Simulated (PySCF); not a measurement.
CH$_{8}$OSi, SMILES `O.C[SiH3]`.

Computed with PySCF, CAM-B3LYP/def2-SVP, geometry: an unrelaxed start of a pair search. Without diffuse functions Rydberg states are missing, so the states' numbers hold for this basis only.

The calculation's input:

```python
import numpy as np
from pyscf import gto, scf, dft, tdscf
from pyscf.scf import atom_ks, atom_hf
from scipy.linalg import block_diag

def solve(mol, dm0=None, hcore=None):
    mf = (dft.UKS if mol.spin else dft.RKS)(mol, xc='camb3lyp')
    mf.grids.level = 3
    mf = mf.density_fit(auxbasis='def2-universal-jkfit')
    mf.conv_tol, mf.max_cycle = 1e-8, 80
    if hcore is not None:
        mf.get_hcore = lambda *args: hcore
    mf.kernel(dm0)
    if not mf.converged:
        mf = mf.newton().run(mf.mo_coeff, mf.mo_occ, max_cycle=30)
    assert mf.converged, 'SCF not converged'
    return mf

mol = gto.M(atom='''
O     -2.70456    -0.17300     0.00679
H     -3.66077    -0.22117    -0.06214
H     -2.37025    -1.07266     0.02164
C      0.43264     1.18137     0.00079
Si     1.38857    -0.45031    -0.00115
H      0.66650     1.77594    -0.87772
H      0.67466     1.77860     0.87526
H     -0.63903     1.00846     0.00605
H      0.94397    -1.29601    -1.11531
H      1.15870    -1.17347     1.25487
H      2.82686    -0.19952    -0.14564
''', basis='def2-svp', charge=0, spin=0, verbose=4)
mf = solve(mol)
td = mf.TDA()
td.nstates, td.singlet, td.conv_tol = 5, True, 1e-5
td.kernel()
td.analyze()
x, y = np.array([p[0] for p in td.xy]), np.array([p[1] + 0 * p[0] for p in td.xy])
f, mu = td.oscillator_strength(), td.transition_dipole()
nto = [td.get_nto(state=i + 1, verbose=4) for i in range(len(td.e))]
# spherically averaged free atoms, for the promolecule
atm = atom_ks.get_atm_nrks(mol, xc='camb3lyp')
pro = block_diag(*[(atm[a[0]][2] * atm[a[0]][3]) @ atm[a[0]][2].T for a in mol._atom])
np.savez('result.npz', e=td.e, f=f, ok=td.converged, w=[n[0] for n in nto], nto=[n[1] for n in nto], x=x, y=y, c=mf.mo_coeff, occ=mf.mo_occ, eps=mf.mo_energy, pro=pro, mu=mu)
```

Command:

```sh
OMP_NUM_THREADS=1 python input.py
```

The run took 2.3 min on 1 thread of Arm Neoverse V1 (shared host), peak memory 0.52 GiB.

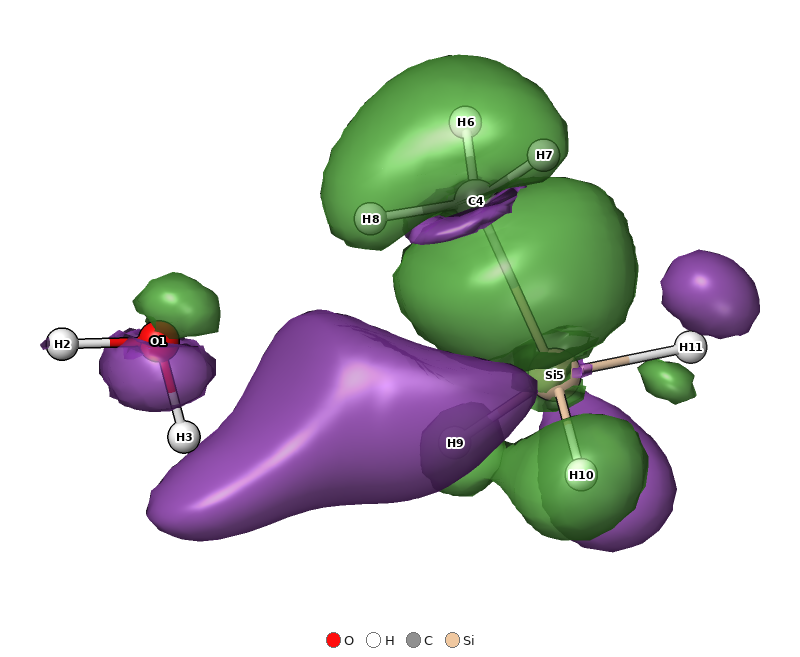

Unrelaxed difference density of S₂ less the ground state (TDA singlet states), ±0.015 e/Å³; purple: gain, green: loss.

**How does the charge move on excitation?**

0.75 e is displaced in all, of which about 0.3 e passes between atoms: C4 (0.32 e) loses electrons and H3 (0.13 e) and O1 (0.05 e) gain them. The state: 9.20 eV (135 nm), f = 0.115 (bright), partly diffuse acceptor orbital, which a basis without diffuse functions describes poorly; the leading pair carries 98 %; hole on C4 (42 %), Si5 (29 %) and H6, H8 and H10 (5 % each), electron on Si5 (30 %), H3 (13 %) and C4 (10 %) (atom shares of so diffuse an orbital are rough); their centroids lie 0.9 Å apart.
